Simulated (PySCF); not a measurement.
Molecule: C₆H₁₄Se, SMILES C([SeH])CC(C)(C)C. Atoms near the plane z = 0.0 Å, at the GFN2-xTB optimised geometry (x, y, z in Å): C5 (-0.1, -0.4, 0.0), C6 (-1.6, -0.4, 0.0), Se7 (-2.5, 1.4, 0.0), H9 (2.3, 0.7, -0.6), H10 (2.5, -1.1, -0.6), H17 (0.3, 0.4, 0.6), H18 (0.2, -1.4, 0.5), H19 (-2.0, -0.9, -0.9), H20 (-2.0, -0.9, 0.9).

Computed with CAM-B3LYP/def2-SVP in PySCF. Cells within 0.4 Å of a nucleus heavier than hydrogen are left out (blank, or x). The values are rescaled to run from 0 to 1.

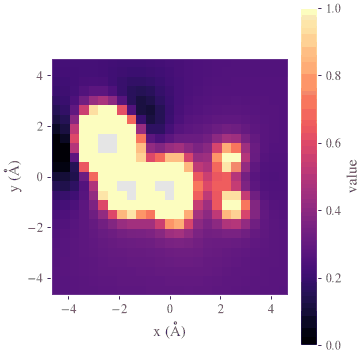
a field on the plane z = 0.0 Å.

Which quantity is mapped?
(A) electrostatic potential
(B) log10 of the electron density
(C) deformation density (molecule minus spherical neutral atoms)
(D) electron localisation function

A, electrostatic potential. In full: electrostatic potential (hartree/e), clipped to [-0.08, 0.12].
